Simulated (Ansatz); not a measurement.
# BF3 (boron trifluoride) at CCSD/aug-cc-pVDZ

What is the vertical ionisation energy of BF3 (boron trifluoride) at CCSD/aug-cc-pVDZ? 

The results are computed with Ansatz 0.2.0.

37 further runs of the same task are left out: 1 that didn't finish, 36 set aside as unsound or not needed.

**1. Starting point**

BF3: 4 atoms, total charge 0, spin state singlet. As SMILES, `FB(F)F`. The coordinates come from a PBE0-D4/def2-TZVP relaxation.

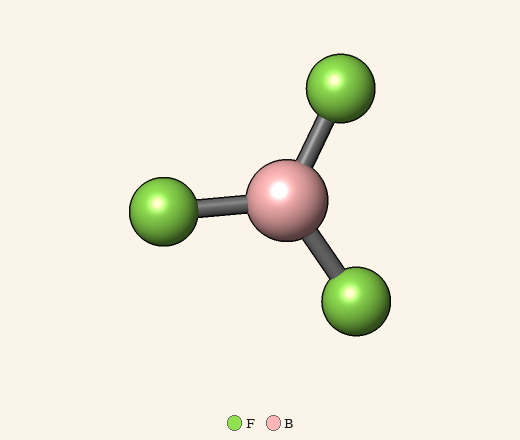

Viewed from a chosen angle; fluorine green, boron pink.

**2. The energy at CCSD/aug-cc-pVDZ**

input.yaml

```yaml
crystal:
  periodic: [false, false, false]
  atoms:
    - {symbol: F, position_ang: [0.543870, 0.210740, 1.174280]}
    - {symbol: B, position_ang: [0.000020, -0.000000, 0.000010]}
    - {symbol: F, position_ang: [-0.265170, -1.223510, -0.389620]}
    - {symbol: F, position_ang: [-0.278730, 1.012770, -0.784660]}
basis:
  gaussian:
    orbitals: aug-cc-pVDZ
correlation:
  method: ccsd
  frozen_orbitals: {B: 1, F: 1}
scf:
  omitted_lower_state_checks: [cluster_reference, increment]
accuracy: high
```

The run is started by

```sh
$ ansatz run input.yaml --threads 1 --pin off --max-ram 3480MiB --events-out events.jsonl --progress --plain --runs-dir runs
```

What it wrote, shortened:

```text
Warning: RAYON_NUM_THREADS=1 ignored (pool sized by the plan → 1); use --threads N
Functional definition: HF
  name "HF"
[...]
1815 factors; integrals over basis functions are off by at most 3.4e-9 eV
[...]
mean field -8795.33824292 eV, -323.2227187329 hartree, gradient 2.9e-8 eV, S^2 0.000000; 0 other end points of the search recorded, 0 dependent functions left out
4 core orbitals not correlated: weight in the atoms' cores, before any rotation towards them, 1.000 or more for the frozen orbitals, at most 0.000 for the correlated occupied ones
reference -8795.33824292 eV, -323.2227187329 hartree; 12, 12 occupied and 76, 76 virtual orbitals, 1815 factors
second order -18.55703365 eV of doubles, -0.00000000 eV of singles
cycle   1  -18.27617438 eV  change    2.8e-1 eV  update   9.6e-2
[...]
cycle  17  -18.70876215 eV  change  -5.2e-10 eV  update   1.6e-9
Total energy: -8814.04700507 eV, -323.9102530608 hartree
Checks for a lower state left out: cluster_reference, increment
```

Run time: 11 s. Hardware: 1 thread of Arm Neoverse V2, shared host; peak memory 0.59 GiB.

**3. The doublet cation, same level**

job.yaml

```yaml
crystal:
  periodic: [false, false, false]
  atoms:
    - {symbol: F, position_ang: [0.543870, 0.210740, 1.174280]}
    - {symbol: B, position_ang: [0.000020, -0.000000, 0.000010]}
    - {symbol: F, position_ang: [-0.265170, -1.223510, -0.389620]}
    - {symbol: F, position_ang: [-0.278730, 1.012770, -0.784660]}
basis:
  gaussian:
    orbitals: aug-cc-pVDZ
scf:
  omitted_lower_state_checks: [cluster_reference, increment]
accuracy: high
total_charge: 1
correlation:
  method: ccsd
  frozen_orbitals: {B: 1, F: 1}
magnetization:
  spin_polarized: true
  initial_magnetization: 1
```

The run is started by

```sh
$ ansatz run job.yaml --threads 1 --pin off --max-ram 3480MiB --events-out events.jsonl --progress --plain --runs-dir runs
```

What it wrote, shortened:

```text
Warning: RAYON_NUM_THREADS=1 ignored (pool sized by the plan → 1); use --threads N
[... 2 set-up lines as earlier in the session ...]
[...]
1815 factors; integrals over basis functions are off by at most 3.4e-9 eV
[...]
mean field -8779.98721529 eV, -322.6585788727 hartree, gradient 2.1e-8 eV, S^2 0.755693; 12 other end points of the search recorded, 0 dependent functions left out
4 core orbitals not correlated: weight in the atoms' cores, before any rotation towards them, 1.000 or more for the frozen orbitals, at most 0.000 for the correlated occupied ones
reference -8779.98721529 eV, -322.6585788727 hartree; 12, 11 occupied and 76, 77 virtual orbitals, 1815 factors
second order -17.06290148 eV of doubles, -0.00000000 eV of singles
cycle   1  -16.98453073 eV  change    7.8e-2 eV  update   1.2e-1
[...]
cycle  36  -17.87880387 eV  change  -5.7e-10 eV  update  5.5e-10
Total energy: -8797.86601916 eV, -323.3156127964 hartree
Checks for a lower state left out: cluster_reference, increment
```

It took 77 s on 1 thread of Arm Neoverse V2, shared host; peak memory 1.2 GiB.

**4. Summary of results**

Level: CCSD/aug-cc-pVDZ, 4 core orbitals frozen.

| quantity | value |
| --- | --- |
| singlet BF3: total energy | -323.91025 Eh |
| singlet BF3: correlation energy (4 core orbitals frozen) | -687.5 mEh |
| singlet BF3: T1 diagnostic | 0.014 |
| doublet cation: total energy | -323.31561 Eh |
| doublet cation: correlation energy (4 core orbitals frozen) | -657.0 mEh |
| doublet cation: ⟨S²⟩ of the reference determinant | 0.756 |
| doublet cation: T1 diagnostic | 0.098 |
| vertical ionisation energy (to the doublet cation) | 16.181 eV |

Removing an electron at fixed nuclei costs 16.18 eV (373 kcal/mol). The T1 diagnostic (doublet cation) of 0.098 is above the customary mark for such species, so a single reference may not serve.
